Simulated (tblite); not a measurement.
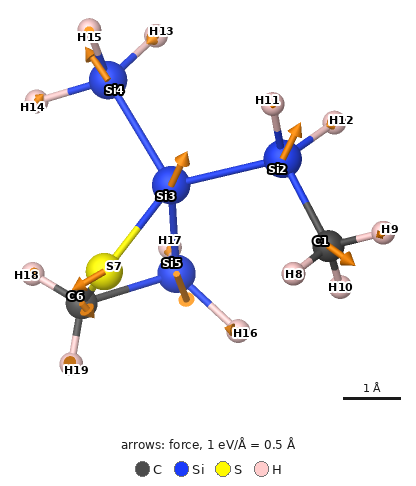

Starting geometry of C2H12SSi4 with the computed forces as orange arrows. A ball-and-stick model, seen at a tilt.

These are results of GFN2-xTB geometry optimisation, gas phase (tblite), not measurements. 

### What follows when this structure is relaxed?

It isn't relaxed: the largest force vector, on Si5, is 2.49 eV/Å. The final displacements have little in common with the starting forces (cosine between the two patterns 0.18). After 133 geometry steps the energy has fallen by 16.8 kcal/mol. The largest move after the best rigid fit is that of H19, 1.26 Å. By element the largest moves are H 1.26 Å, C 0.54 Å, S 0.50 Å, Si 0.41 Å. Some distances before and after: Si3–Si5 2.202 → 2.360 Å, Si2–Si3 2.246 → 2.351 Å, Si3–Si4 2.250 → 2.337 Å, Si3–S7 2.144 → 2.227 Å. Among the angles between lasting bonds that change: Si5–C6–S7 96.3° → 104.8°, Si2–Si3–S7 115.5° → 107.6°, S7–C6–H19 113.7° → 107.5°. Groups turn about C6–S7 by about 35°, Si5–C6 by about 35°, Si3–S7 by about 30°.
